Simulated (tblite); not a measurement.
**Run report: C₇H₁₅As, geometry relaxation**

System: C₇H₁₅As.
Method: GFN2-xTB geometry optimisation, gas phase (tblite 0.8.0).

It belongs to a series of runs on one base structure; here: CH2 inserted into a C-C bond.

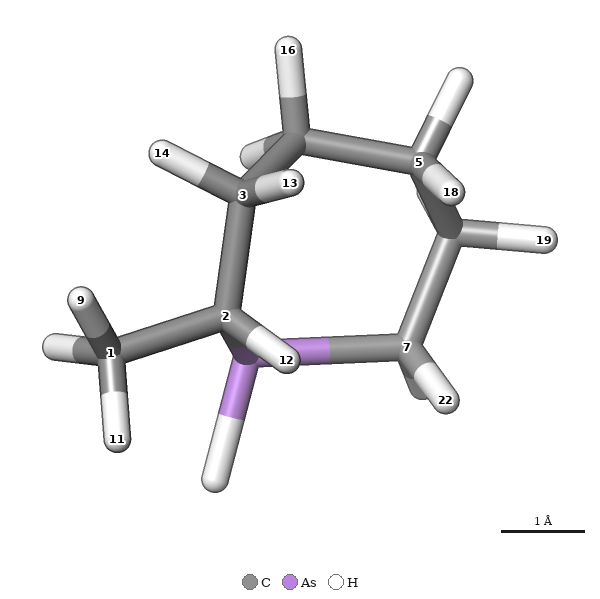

Figure 1. The input geometry (stick view, seen at a tilt; atoms are numbered from 1 in the order of the input).

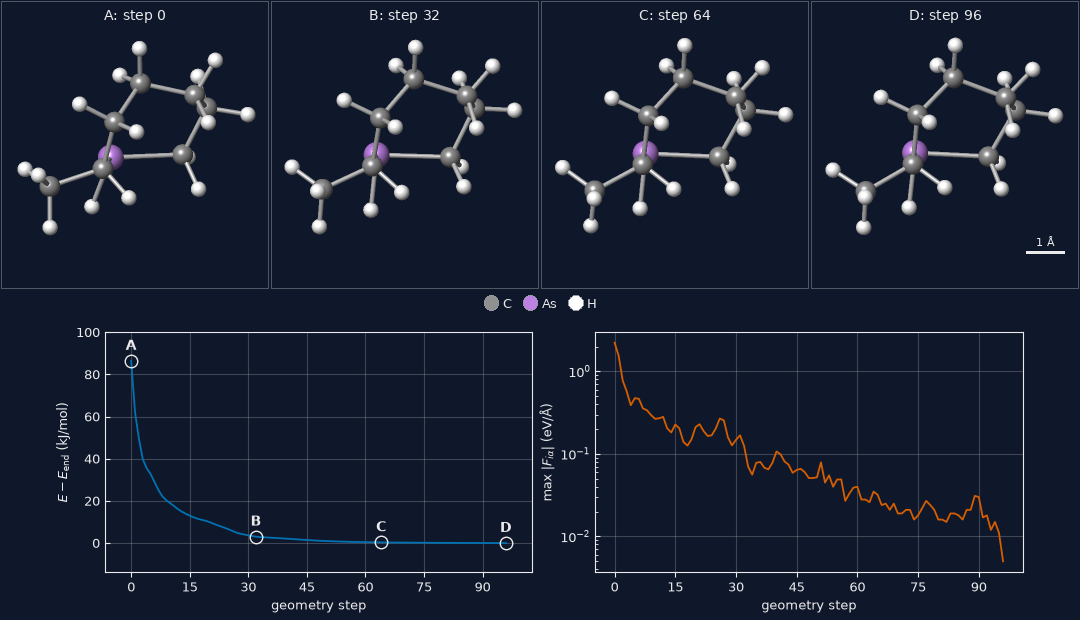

Figure 2. Frames of the relaxation (ball-and-stick view, seen at a tilt) above the curves, on which the letters mark them (steps are counted from 0).

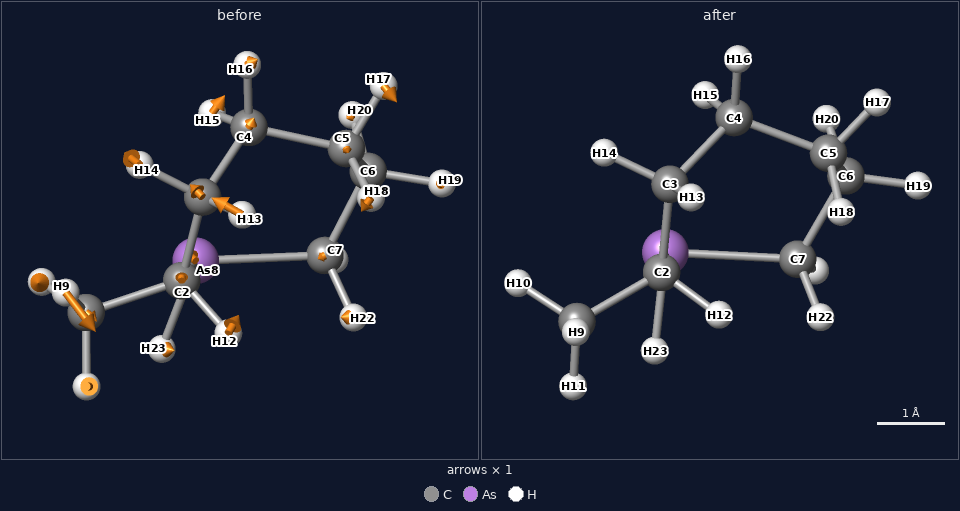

Figure 3. Before (left) and after (right) the relaxation, at one scale (ball-and-stick view, seen at a tilt). The orange arrows give the displacements, at true length. The largest move after the best rigid fit is that of H9, 0.75 Å. Largest moves by element: H 0.75 Å, C 0.31 Å, As 0.27 Å. Among the contacts that change: As8–H23 1.577 → 1.516 Å, C2–As8 1.962 → 2.003 Å, C4–H16 1.124 → 1.093 Å, C2–C3 1.502 → 1.529 Å. Among the angles that change: C7–As8–H23 106.1° → 92.5°, C2–As8–H23 105.7° → 93.3°, C2–As8–C7 106.2° → 94.8°. Over 96 geometry steps the energy falls by 86.4 kJ/mol. The largest force component goes from 2.2 to 0.005 eV/Å. (Atoms are counted from 1 in the order of the input.)

These pictures come from the run below.

### Input
```
{"job": {"kind": "relax", "xc": "GFN2-xTB", "basis": "xTB"}, "charge": 0, "multiplicity": 1}
C      2.805700     0.388100     0.151200
C      1.300700     0.232100     0.348900
C      0.858700    -1.201900     0.292900
C     -0.365200    -1.385900    -0.609600
C     -1.643200    -0.944500     0.061800
C     -2.270100     0.264100    -0.583600
C     -1.441400     1.515900    -0.487900
As     0.425000     1.278800    -1.061000
H      3.299400    -0.516200     0.546700
H      3.027900     0.507900    -0.926000
H      3.129900     1.267500     0.746800
H      1.027000     0.630500     1.346600
H      0.686300    -1.563600     1.323200
H      1.657700    -1.824200    -0.166200
H     -0.220800    -0.966500    -1.612400
H     -0.446500    -2.500100    -0.733100
H     -2.372300    -1.776300    -0.077300
H     -1.515800    -0.851600     1.156500
H     -3.215500     0.467300    -0.017300
H     -2.528000     0.056600    -1.639000
H     -1.892700     2.293100    -1.153100
H     -1.397000     1.946000     0.540400
H      1.085300     2.710200    -1.001900
```

The first line tells a small driver script what to run in tblite; the rest is the geometry in Å.

Launched with:
```bash
OMP_NUM_THREADS=1 python <driver script> task.json out
```

### What the program printed
```
step      E/eV     max force
  0    -679.40704    2.293
  1    -679.66029    1.567
  2    -679.79115    0.790
  3    -679.89135    0.579
  4    -679.93524    0.465
  5    -679.96440    0.528
  6    -680.00316    0.508
  7    -680.04253    0.401
  8    -680.07318    0.401
  9    -680.09229    0.315
 10    -680.10632    0.268
 11    -680.12087    0.323
 12    -680.13578    0.381
 13    -680.14835    0.262
 14    -680.15871    0.197
 15    -680.16790    0.228
 16    -680.17620    0.244
 17    -680.18293    0.187
 18    -680.18793    0.154
 19    -680.19272    0.156
 20    -680.19905    0.226
 21    -680.20682    0.246
 22    -680.21430    0.251
 23    -680.22101    0.227
 24    -680.22798    0.208
 25    -680.23534    0.255
 26    -680.24358    0.309
 27    -680.25150    0.275
 28    -680.25698    0.161
 29    -680.26071    0.134
 30    -680.26450    0.172
 31    -680.26824    0.193
 32    -680.27117    0.143
 33    -680.27303    0.088
 34    -680.27418    0.070
 35    -680.27524    0.093
 36    -680.27640    0.085
 37    -680.27768    0.089
 38    -680.27865    0.073
 39    -680.27996    0.100
 40    -680.28119    0.111
 41    -680.28249    0.100
 42    -680.28379    0.097
 43    -680.28509    0.075
 44    -680.28629    0.072
 45    -680.28746    0.085
 46    -680.28866    0.091
 47    -680.28987    0.077
 48    -680.29095    0.060
 49    -680.29183    0.060
 50    -680.29260    0.064
 51    -680.29339    0.081
 52    -680.29417    0.051
 53    -680.29487    0.060
 54    -680.29548    0.048
 55    -680.29602    0.049
 56    -680.29646    0.050
 57    -680.29691    0.037
 58    -680.29727    0.036
 59    -680.29761    0.041
 60    -680.29793    0.041
 61    -680.29823    0.032
 62    -680.29850    0.032
 63    -680.29876    0.029
 64    -680.29903    0.035
 65    -680.29930    0.032
 66    -680.29956    0.032
 67    -680.29980    0.027
 68    -680.30000    0.025
 69    -680.30017    0.027
 70    -680.30030    0.022
 71    -680.30042    0.021
 72    -680.30055    0.023
 73    -680.30067    0.021
 74    -680.30077    0.021
 75    -680.30087    0.020
 76    -680.30099    0.026
 77    -680.30114    0.028
 78    -680.30130    0.031
 79    -680.30142    0.027
 80    -680.30151    0.019
 81    -680.30159    0.019
 82    -680.30167    0.017
 83    -680.30174    0.021
 84    -680.30180    0.020
 85    -680.30188    0.023
 86    -680.30197    0.020
 87    -680.30208    0.022
 88    -680.30218    0.025
 89    -680.30228    0.034
 90    -680.30239    0.033
 91    -680.30248    0.020
 92    -680.30256    0.019
 93    -680.30260    0.013
 94    -680.30263    0.016
 95    -680.30265    0.011
 96    -680.30266    0.007
```

### Trajectory as extended XYZ (Å, eV, eV/Å), 5 of the 97 frames kept, from step=0 to step=96
```
23
Properties=species:S:1:pos:R:3:forces:R:3 step=0 energy=-679.40704
C     2.8057    0.3881    0.1512    0.1720   0.0470   0.5660
C     1.3007    0.2321    0.3489    0.0160   1.2740   0.8550
C     0.8587   -1.2019    0.2929    0.2680  -0.7410  -0.7030
C    -0.3652   -1.3859   -0.6096    0.3110  -2.1660   0.6840
C    -1.6432   -0.9445    0.0618   -0.9640  -0.9910   0.0250
C    -2.2701    0.2641   -0.5836   -1.0650   0.4830   0.6250
C    -1.4414    1.5159   -0.4879    0.4980   1.4990   0.3800
As    0.4250    1.2788   -1.0610    0.3690   0.0790  -2.2260
H     3.2994   -0.5162    0.5467    0.1200   0.5060  -0.2130
H     3.0279    0.5079   -0.9260    0.1460  -0.0080   0.5630
H     3.1299    1.2675    0.7468    0.1620  -0.4510  -0.6650
H     1.0270    0.6305    1.3466    0.0980   0.0120  -0.2050
H     0.6863   -1.5636    1.3232   -0.1020  -0.1490  -0.5640
H     1.6577   -1.8242   -0.1662   -0.2360   0.2760   0.3640
H    -0.2208   -0.9665   -1.6124   -0.0070  -0.0200   0.2500
H    -0.4465   -2.5001   -0.7331    0.0630   0.6860  -0.1860
H    -2.3723   -1.7763   -0.0773    0.1630   0.4200   0.2360
H    -1.5158   -0.8516    1.1565    0.0290   0.2970  -0.5230
H    -3.2155    0.4673   -0.0173    0.3090  -0.1480  -0.6180
H    -2.5280    0.0566   -1.6390    0.1740  -0.0040   0.4370
H    -1.8927    2.2931   -1.1531    0.2670  -0.3170   0.4630
H    -1.3970    1.9460    0.5404   -0.3570  -0.3340  -0.3940
H     1.0853    2.7102   -1.0019   -0.4300  -0.2510   0.8470
23
Properties=species:S:1:pos:R:3:forces:R:3 step=24 energy=-680.22798
C     2.7906    0.4294    0.1914    0.0180   0.0220   0.0660
C     1.2645    0.2721    0.1999    0.1390  -0.0220   0.1450
C     0.8823   -1.2148    0.1546   -0.0400   0.0080  -0.0080
C    -0.4318   -1.5398   -0.5539   -0.0060  -0.0060  -0.0790
C    -1.6956   -0.9576    0.0889   -0.0090  -0.0180   0.0590
C    -2.2341    0.2849   -0.6230   -0.0150   0.0180   0.0600
C    -1.3435    1.5159   -0.4725   -0.0260   0.0320   0.0470
As    0.4717    1.3728   -1.2705   -0.0640  -0.0660  -0.0210
H     3.2605   -0.3405    0.8089   -0.0150   0.0770  -0.0680
H     3.1867    0.3593   -0.8277   -0.0520  -0.0880   0.1470
H     3.0792    1.4023    0.5960   -0.0460  -0.0290  -0.0900
H     0.8935    0.6809    1.1490   -0.0560   0.0490  -0.0590
H     0.8098   -1.5801    1.1852    0.1570  -0.1090  -0.0820
H     1.6753   -1.7734   -0.3586   -0.0860   0.0610   0.0900
H    -0.3641   -1.1772   -1.5834    0.0090   0.0090  -0.1680
H    -0.5224   -2.6302   -0.6029    0.0140   0.0720   0.0240
H    -2.4786   -1.7224    0.0777   -0.0020   0.0710  -0.0250
H    -1.5051   -0.7168    1.1348    0.0450   0.0250   0.0800
H    -3.2131    0.5291   -0.1923    0.0070  -0.0660  -0.0740
H    -2.3888    0.0364   -1.6796    0.0480   0.1230   0.0330
H    -1.8420    2.3780   -0.9354    0.0170  -0.0900   0.0170
H    -1.2298    1.7433    0.5940   -0.0160   0.0020  -0.0480
H     0.9299    2.6755   -0.6341   -0.0220  -0.0760  -0.0450
23
Properties=species:S:1:pos:R:3:forces:R:3 step=48 energy=-680.29095
C     2.7407    0.4497    0.2659   -0.0340   0.0000   0.0170
C     1.2312    0.2431    0.2029   -0.0200  -0.0020  -0.0050
C     0.9144   -1.2485    0.0678   -0.0510   0.0070  -0.0270
C    -0.4407   -1.5554   -0.5726   -0.0380   0.0100  -0.0030
C    -1.6644   -0.9366    0.1200   -0.0180   0.0150  -0.0070
C    -2.2085    0.3078   -0.5869   -0.0180   0.0060  -0.0250
C    -1.3330    1.5452   -0.4433    0.0140  -0.0060  -0.0070
As    0.4515    1.3344   -1.2874    0.0280  -0.0020   0.0190
H     3.1782   -0.1324    1.0759    0.0370  -0.0050   0.0260
H     3.1970    0.1346   -0.6733    0.0430   0.0070   0.0110
H     2.9759    1.5017    0.4239    0.0280   0.0210   0.0190
H     0.7829    0.6158    1.1331    0.0260   0.0010  -0.0140
H     0.9708   -1.7226    1.0542   -0.0210   0.0180  -0.0340
H     1.6813   -1.7181   -0.5575   -0.0160   0.0250   0.0040
H    -0.4149   -1.2095   -1.6149    0.0020  -0.0190  -0.0010
H    -0.5550   -2.6432   -0.5990    0.0000   0.0380  -0.0010
H    -2.4723   -1.6737    0.1320    0.0440  -0.0150   0.0380
H    -1.4297   -0.6942    1.1587    0.0170  -0.0110  -0.0120
H    -3.2063    0.5284   -0.1922    0.0190  -0.0140   0.0410
H    -2.3279    0.0779   -1.6504   -0.0270  -0.0130  -0.0340
H    -1.8372    2.3931   -0.9219    0.0150  -0.0250   0.0350
H    -1.2032    1.7892    0.6159   -0.0120   0.0160  -0.0260
H     0.9643    2.6405   -0.7043   -0.0150  -0.0510  -0.0160
23
Properties=species:S:1:pos:R:3:forces:R:3 step=72 energy=-680.30055
C     2.7353    0.4520    0.3202   -0.0210  -0.0040  -0.0020
C     1.2306    0.2341    0.1905   -0.0090   0.0120  -0.0060
C     0.9185   -1.2544    0.0231    0.0000   0.0090  -0.0010
C    -0.4474   -1.5430   -0.6017    0.0120  -0.0070   0.0040
C    -1.6460   -0.9296    0.1345    0.0090  -0.0130   0.0040
C    -2.2222    0.3055   -0.5612   -0.0050  -0.0110   0.0070
C    -1.3262    1.5344   -0.4775   -0.0040  -0.0040   0.0050
As    0.4621    1.3075   -1.3180    0.0090   0.0190   0.0090
H     3.1357   -0.0999    1.1710    0.0000  -0.0040   0.0080
H     3.2490    0.1103   -0.5791    0.0000   0.0140  -0.0110
H     2.9588    1.5103    0.4590   -0.0010  -0.0030   0.0110
H     0.7513    0.5968    1.1087    0.0020  -0.0040  -0.0070
H     0.9883   -1.7523    0.9958   -0.0040  -0.0070  -0.0080
H     1.6781   -1.7031   -0.6253   -0.0050   0.0100   0.0010
H    -0.4380   -1.1767   -1.6373   -0.0130  -0.0140   0.0020
H    -0.5686   -2.6283   -0.6491   -0.0010   0.0060  -0.0030
H    -2.4420   -1.6761    0.1987   -0.0010   0.0090   0.0040
H    -1.3646   -0.6714    1.1574    0.0050  -0.0020   0.0010
H    -3.1872    0.5415   -0.0999   -0.0070   0.0050  -0.0070
H    -2.4149    0.0623   -1.6112    0.0070  -0.0040  -0.0020
H    -1.8291    2.3725   -0.9728    0.0100  -0.0070   0.0030
H    -1.1858    1.8109    0.5721    0.0060   0.0160  -0.0080
H     0.9594    2.6238   -0.7516    0.0100  -0.0180  -0.0040
23
Properties=species:S:1:pos:R:3:forces:R:3 step=96 energy=-680.30266
C     2.7205    0.4575    0.3410   -0.0020   0.0000   0.0000
C     1.2208    0.2283    0.1837   -0.0020   0.0030  -0.0010
C     0.9237   -1.2600   -0.0016    0.0030   0.0020   0.0020
C    -0.4527   -1.5531   -0.6003    0.0010   0.0020   0.0010
C    -1.6345   -0.9232    0.1489   -0.0030   0.0020   0.0030
C    -2.2141    0.3074   -0.5527    0.0000   0.0040  -0.0020
C    -1.3205    1.5400   -0.4892    0.0050   0.0010  -0.0050
As    0.4667    1.3015   -1.3295   -0.0030  -0.0010   0.0020
H     3.1175   -0.1315    1.1685    0.0030   0.0000   0.0000
H     3.2492    0.1695   -0.5686   -0.0010   0.0010   0.0000
H     2.9283    1.5099    0.5368    0.0000  -0.0020  -0.0010
H     0.7240    0.5780    1.0971    0.0020  -0.0020   0.0030
H     1.0185   -1.7725    0.9613    0.0020  -0.0040   0.0010
H     1.6753   -1.6884   -0.6724    0.0010   0.0020  -0.0020
H    -0.4625   -1.2019   -1.6407   -0.0010   0.0030  -0.0010
H    -0.5792   -2.6382   -0.6309    0.0000   0.0000   0.0000
H    -2.4353   -1.6617    0.2345   -0.0030  -0.0050   0.0000
H    -1.3346   -0.6565    1.1641    0.0000   0.0000   0.0050
H    -3.1771    0.5486   -0.0900   -0.0030  -0.0010   0.0010
H    -2.4117    0.0536   -1.5994    0.0000   0.0000  -0.0030
H    -1.8259    2.3677   -0.9986   -0.0010   0.0000  -0.0010
H    -1.1784    1.8380    0.5543    0.0020  -0.0030  -0.0040
H     0.9773    2.6140   -0.7697    0.0010   0.0000   0.0020
```

### Results in brief

| quantity | value |
| --- | --- |
| outcome | converged |
| total energy | −680.3027 eV |
| hardware | 1 CPU thread, shared host |
| wall time | 1.5 s |
| peak memory | 0.18 GiB |
